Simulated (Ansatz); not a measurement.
## Response to strain in MgTe

The reference is MgTe in the zinc blende structure (space group F-43m, No. 216; a = 6.368 Å).

Strains are applied to the cell and any free atomic positions relax.

Level of theory: LDA (Ansatz, a quantum-chemistry and plane-wave program, PAW, scalar-relativistic without spin-orbit coupling).

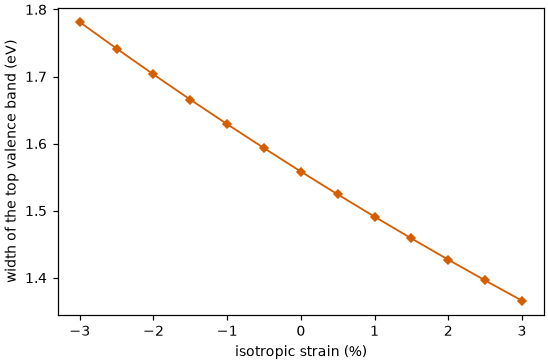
Figure: Width of the top valence band against isotropic strain

**Question.** From the plot, what is the width of the top valence band for isotropic strain −0.50 %?

**Answer.** About 1.59 eV.

**Question.** Is the trend monotonic over the range shown?

**Answer.** Yes, it falls throughout, spanning 1.37 eV to 1.78 eV.

Spin-orbit coupling, missing from the scalar runs, can matter with Te. The levels and masses belong to the bands next to the band gap. Stability against distortions was not tested.
